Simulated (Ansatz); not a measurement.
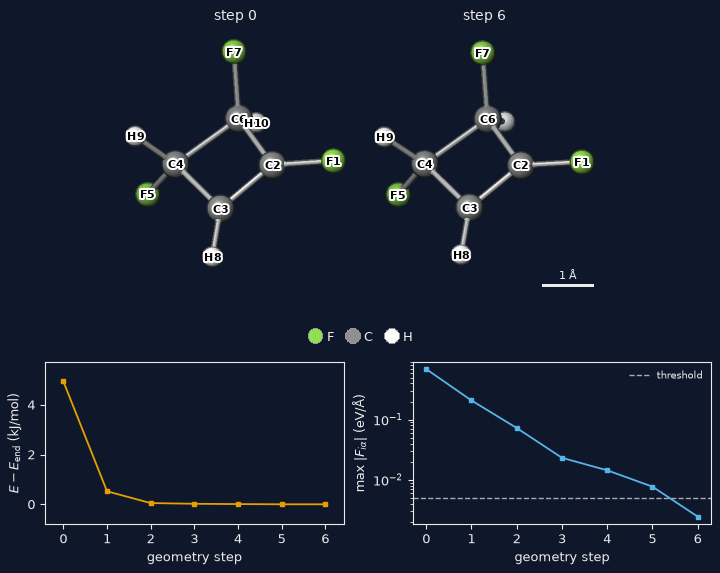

First and last geometry of a relaxation of C4H3F3, with the history of the run. The picture is a ball-and-stick view, seen at a tilt.

The start comes from PBE-D4/def2-SVP.

The calculation used Ansatz, RKS PBE0-D4/def2-TZVP. (force threshold 0.005 eV/Å; at most 150 steps)

### Did the run converge, and what did it change?

It converged. After 6 geometry steps the energy has fallen by 4.94 kJ/mol. Largest force component: 0.69 eV/Å at the start, 0.0024 eV/Å at the end. The largest moves after the best rigid fit, 0.044 Å, are those of F1 and H8. By element the largest moves are H 0.044 Å, F 0.044 Å, C 0.020 Å. Near-neighbour distances that change, for instance: C2–C3 1.350 → 1.330 Å, C4–H9 1.112 → 1.092 Å, C4–C6 1.570 → 1.552 Å, C3–H8 1.097 → 1.080 Å.
